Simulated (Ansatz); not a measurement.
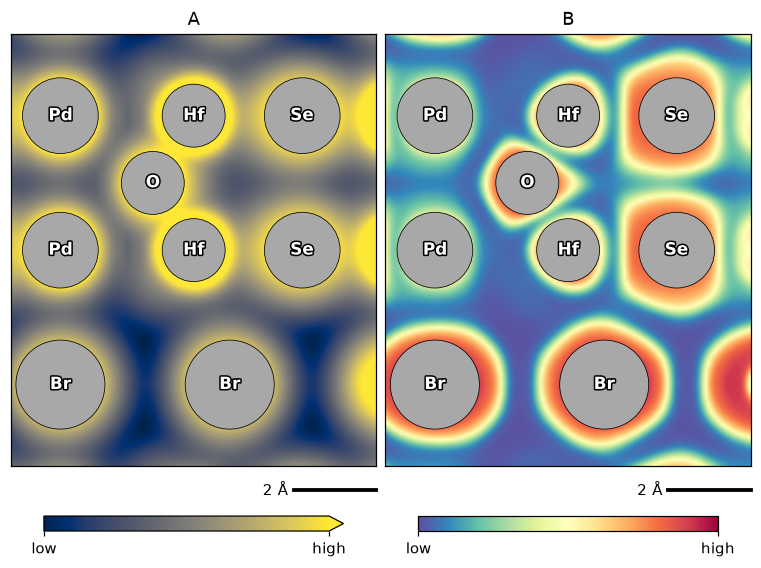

Hf2Pd2Se2Br2O3: 2 fields on the (110) plane of the conventional cell, with unlabelled colour scales. Grey discs cover the atomic cores.

Space group P6mm; a generated structure, not necessarily the stable one.

All numbers below come from Kohn-Sham DFT of a periodic cell, r2SCAN with rVV10, Ansatz PAW in Ansatz 0.2.0.

**Which field does each panel show? The fields are: electron localisation function and valence pseudo-density.**

Panel A: valence pseudo-density. Panel B: electron localisation function. From the grid: Hf–O (1.91 Å): ρ is about 1.2 e/Å³ halfway, with its minimum of 1.1 e/Å³ about 1.1 Å from Hf; the ELF peaks at about 0.80 in the valence shell of O, 0.6 Å from its nucleus, and drops to about 0.25 between the two atoms: no localised pair shows between them. Hf–Se (2.63 Å): ρ is about 0.41 e/Å³ halfway; the ELF is about 0.40 at the midpoint.
